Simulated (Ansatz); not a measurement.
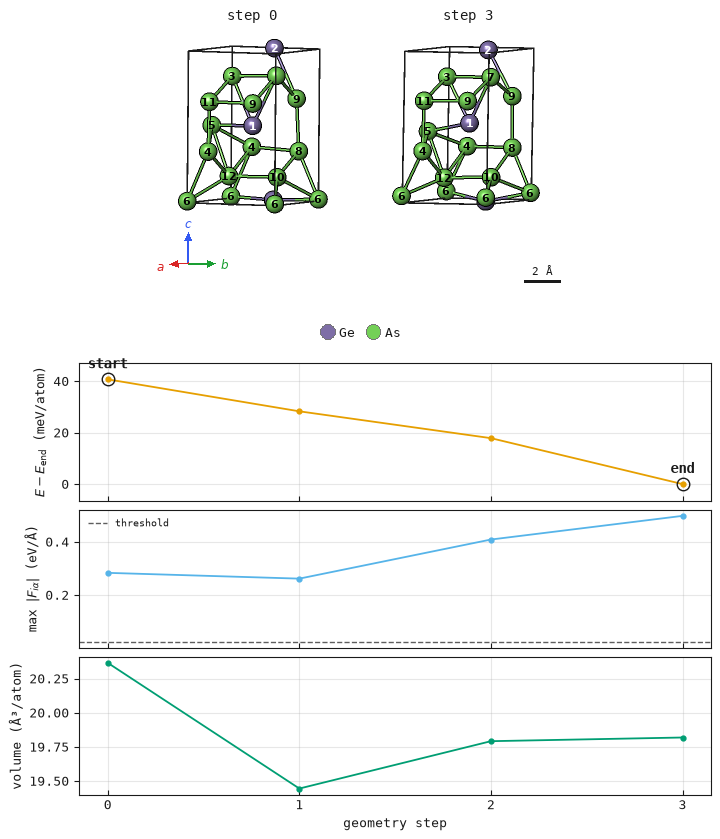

First and last geometry of a relaxation of a crystal of GeAs₅ (a generated structure, set up in P1) (coarse preliminary run), with the history of the run. Style: ball-and-stick. Shown: the cell of the calculation, from a free direction.

Computed with DFT PBE, scalar-relativistic, plane waves, PAW in Ansatz 0.2.0. Settings: plane-wave cutoff 420 eV; k-point mesh 4 × 4 × 4; occupations gaussian; smearing width 0.2 eV; no spin polarisation; cell and atoms relaxed; force threshold 0.025 eV/Å; at most 60 steps.

What do the curves and the structures tell?

The run was cut off at its time limit before the relaxation converged, so the last structure is only a point on the way. As5 moves most relative to the cell: 0.34 Å along [1 1 −3]. By element the largest moves are As 0.34 Å, Ge 0.19 Å. Cell: a 4.936 → 5.013 Å (+1.6 %), b 5.736 → 5.510 Å (−3.9 %), c 8.633 → 8.615 Å (−0.2 %), α 89.8° → 88.5°, γ 90.2° → 90.7°. Volume −2.7 %. Near-neighbour distances that change, for instance: As5–As12 3.105 → 2.828 Å, Ge1–As7 3.258 → 3.001 Å, As6–As10 3.184 → 2.944 Å, As5–As10 3.173 → 2.933 Å. Among the angles between lasting bonds that change: As6–Ge2–As6 174.8° → 157.0°, Ge2–As6–Ge2 174.8° → 157.0°, As9–As7–As9 119.4° → 128.0°. The space group stays P1 (No. 1). Over 3 geometry steps the energy falls by 40.7 meV per atom. The largest force component goes from 0.28 to 0.5 eV/Å. Pressure: −1.85 GPa at the start and 1.17 GPa at the end.
